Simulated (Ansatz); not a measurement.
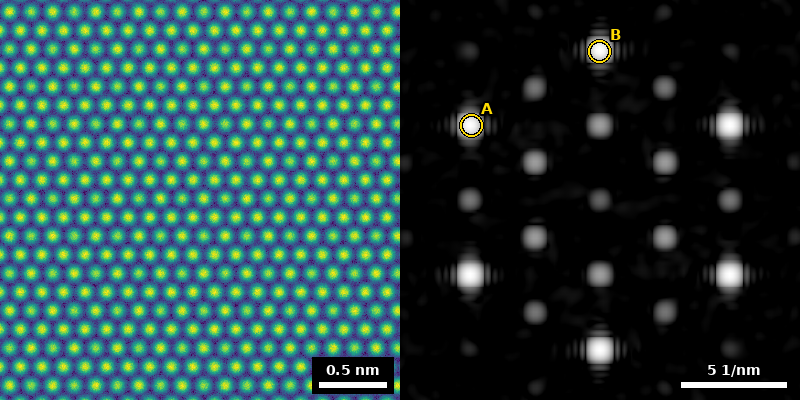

HAADF-like image of YbOs$_{3}$ (Pm-3m, No. 221) along [111]. The image is simulated as a sum over atoms of Z^1.6, blurred by a 0.97 Å probe (no channelling). The probe carries 15 % of its weight in a tail 2.5 times as wide. The display is stretched by a gamma of 0.65; percentages refer to the linear signal. Shot noise was added. Atomic positions: the input geometry of a calculation; the starting structure was generated, so it need not be a known form of this composition.

The right panel is the modulus of the image's Fourier transform on a logarithmic scale.

a = 3.963 Å, b = 3.963 Å, c = 3.963 Å, α = 90.00°, β = 90.00°, γ = 90.00°

Index the marked spots and give their plane spacings (the zone axis points at the viewer; indices equivalent by symmetry, or all signs reversed, are as good).

A: (2 0 -2), d = 1.40 Å; B: (2 -2 0), d = 1.40 Å. A and B enclose 60°, and every spot obeys the zone law hu + kv + lw = 0 for [111].
